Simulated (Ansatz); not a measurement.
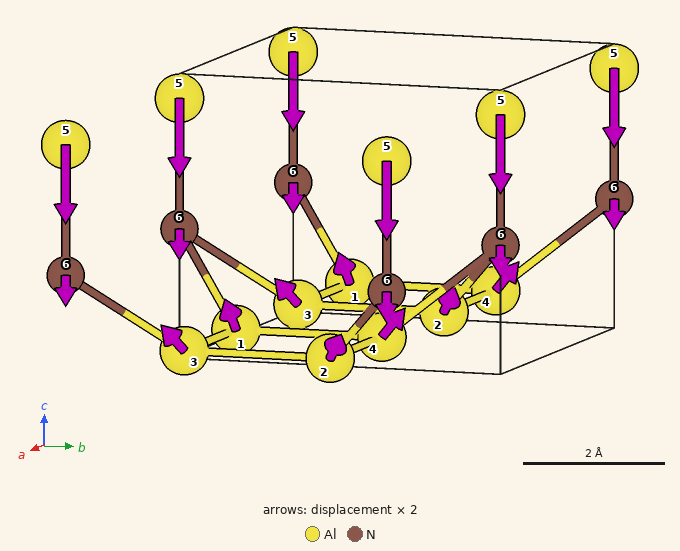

A relaxation of crystalline Al$_{5}$N (a generated structure, set up in P4mm) (coarse preliminary run). The starting structure is drawn; purple arrows show the displacements (the part carried along by the change of the cell is left out), magnified 2 times.

Style: ball-and-stick. Shown: the cell of the calculation, repeated 2 × 1 × 1 with one cell outlined, slightly off an axis.

Level of theory: Ansatz, DFT PBE, scalar-relativistic, plane waves, PAW. (plane-wave cutoff 420 eV; k-point mesh 4 × 4 × 4; occupations gaussian; smearing width 0.1 eV; no spin polarisation; cell and atoms relaxed; force threshold 0.04 eV/Å; at most 70 steps)

**Atoms of which element are displaced furthest, and by how much?**

Aluminium: up to 0.58 Å, against 0.23 Å for nitrogen.

**What happened in the run?**

After 8 accepted moves (10 points after the start) the energy has fallen by 1335 meV per atom. Largest force component: 10 eV/Å at the start, 0.013 eV/Å at the end. The pressure goes from 42.23 to 0.01 GPa. The SCF was repeated twice at an unchanged geometry on a basis and grid sized afresh for the cell, which shifted the energy by 22.3 meV per atom at most. Al5 moves most relative to the cell: 0.58 Å along −c. Largest moves by element: Al 0.58 Å, N 0.23 Å. The drawn cell changes as follows: a = b 4.833 → 5.279 Å (+9.2 %), c 4.076 → 4.791 Å (+17.5 %); the volume changes by +40.2 %. Near-neighbour distances that change, for instance: Al5–N6 2.203 → 2.934 Å, Al1–Al5 2.118 → 2.693 Å, Al1–Al3 2.196 → 2.667 Å, Al1–N6 2.216 → 2.088 Å. Bond angles that change, for instance: Al1–Al5–Al2 123.4° → 86.6°, Al1–Al5–Al3 77.0° → 58.0°, Al1–Al5–N6 118.3° → 136.7°. The space group stays P4mm (No. 99). Cost: 41 s on 1 thread of Intel(R) Xeon(R) Processor @ 2.70GHz (shared host), peak memory 0.36 GiB.

Limits of the set-up: the k-point mesh is coarse for a cell with partly filled bands.
